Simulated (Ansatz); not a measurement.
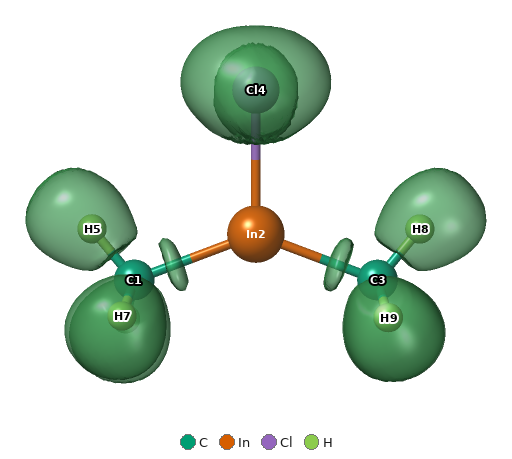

*C₂H₆ClIn. Isosurface of the ELF at 0.8 (green), seen across its widest extent. Core shells and regions of very low density are left out.*

Geometry: PBE0-D4/def2-TZVP; core potentials replace the inner electrons of In.

Computed with RKS PBE0-D4/def2-TZVPP (Ansatz 0.2.0).

```xyz
10

C    -0.4961    1.7158   -0.9347
In   -0.2701   -0.2818   -0.2110
C     0.8939   -1.3404    1.2344
Cl   -1.7356   -1.7561   -1.3494
H    -1.3143    1.7414   -1.6529
H    -0.7092    2.3986   -0.1110
H     0.4241    2.0426   -1.4219
H     0.5776   -2.3823    1.2490
H     1.9527   -1.2859    0.9756
H     0.7602   -0.9029    2.2249
```

Question: Where are the electrons localised?

Answer: The surface consists of six regions around hydrogen nuclei, two lobes of the valence shell of C pointing towards In (polar bonds) and one region wrapped around Cl (its valence shell). Profiles from the grid: C–In (2.14 Å): the ELF peaks at about 0.90 in the valence shell of C, 0.7 Å from its nucleus, and drops to about 0.20 between the two atoms. In–Cl (2.37 Å): the ELF peaks at about 0.80 in the valence shell of Cl, 0.8 Å from its nucleus, and drops to about 0.15 between the two atoms.
